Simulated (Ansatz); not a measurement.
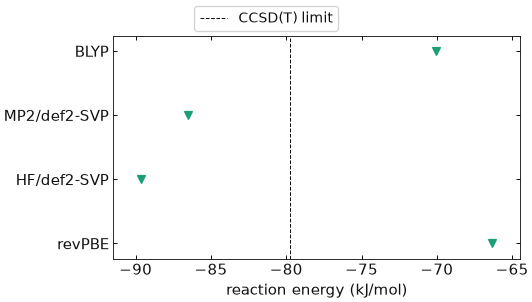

Electronic reaction energy of B₃H₅Se (BBB[SeH]) + HBr (Br) → B₂H₃Br (BBBr) + BH₃Se (B[SeH]) (SMILES in brackets) at several levels (functionals in def2-TZVPP unless a basis is named), isolated molecules at PBE0-D4 triple-zeta geometries, minima by their frequencies, no zero-point or thermal terms, the Ansatz code 0.2.0. The line is frozen-core CCSD(T) at the basis limit (MP2 extrapolated from triple and quadruple zeta, plus CCSD(T) less MP2 in a smaller set). The distance of MP2/def2-SVP and HF/def2-SVP to the limit includes basis error.

Which level comes closest to the line (CCSD(T) limit), and which misses most?

Closest MP2/def2-SVP (−86.5 kJ/mol), against −79.7 kJ/mol; farthest revPBE (−66.3 kJ/mol).

Give the values.

| level | kJ/mol | less CCSD(T) limit |
| --- | --- | --- |
| BLYP | −70.1 | 9.7 |
| MP2/def2-SVP | −86.5 | −6.8 |
| HF/def2-SVP | −89.6 | −9.9 |
| revPBE | −66.3 | 13.4 |
| CCSD(T) limit | −79.7 | 0.0 |

Known limits of this run: no scalar relativity up to krypton; outer-core shells are correlated without core-valence functions, which makes the correlated values less sure; one conformer of each flexible molecule.
